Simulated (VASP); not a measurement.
Band structure of Hf (hcp). Method: MS2 meta-GGA, VASP's PBE PAW potentials (set 64) (plane waves; VASP).

Unless said otherwise, spin-orbit coupling is left out, though it shifts the bands of the heavy elements here.

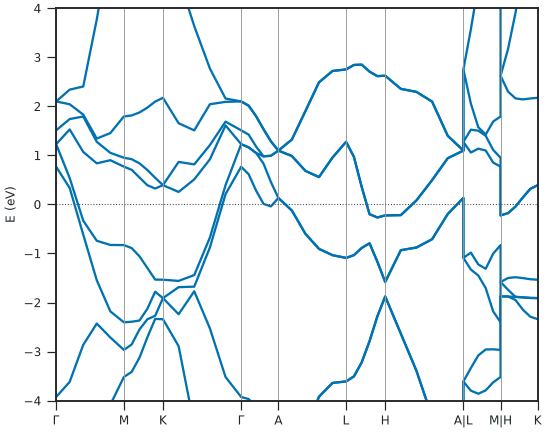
*Bands along high-symmetry lines, zero at the valence-band maximum or, without a gap, the Fermi level*

Q: Read the plot: is there a gap, and where are the band edges?

A: It has no gap at this level: it comes out as a metal or semimetal.

The compound is Hf in the hcp structure. It was relaxed first.
